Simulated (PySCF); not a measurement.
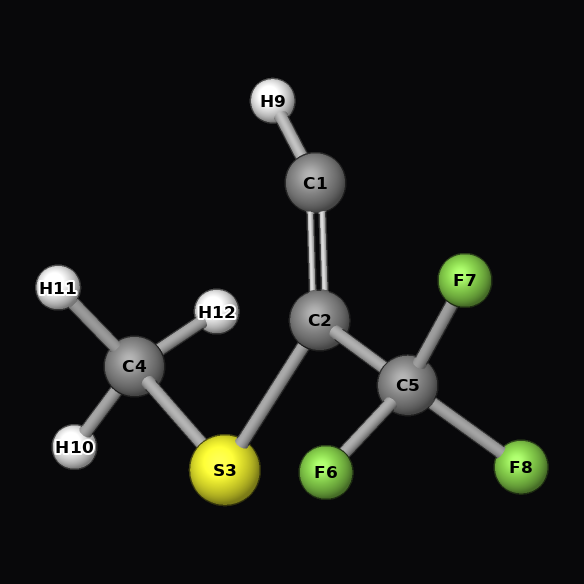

The questions are on Mulliken spin populations. Charge 0, doublet. The computed structure is the end point of a GFN2-xTB optimisation. No frequency run is at hand to confirm it as a minimum. Level of theory: UKS B3LYP, pcH-1 on C F H S, non-relativistic (PySCF 2.14.0).

List the Mulliken spin populations.

| atom | value (e) |
| --- | --- |
| C1 | 1.01 |
| C2 | −0.17 |
| S3 | 0.14 |
| C4 | 0.00 |
| C5 | 0.04 |
| F6 | 0.00 |
| F7 | 0.00 |
| F8 | 0.00 |
| H9 | −0.01 |
| H10 | 0.00 |
| H11 | 0.00 |
| H12 | 0.00 |

Mulliken values depend strongly on the basis set.
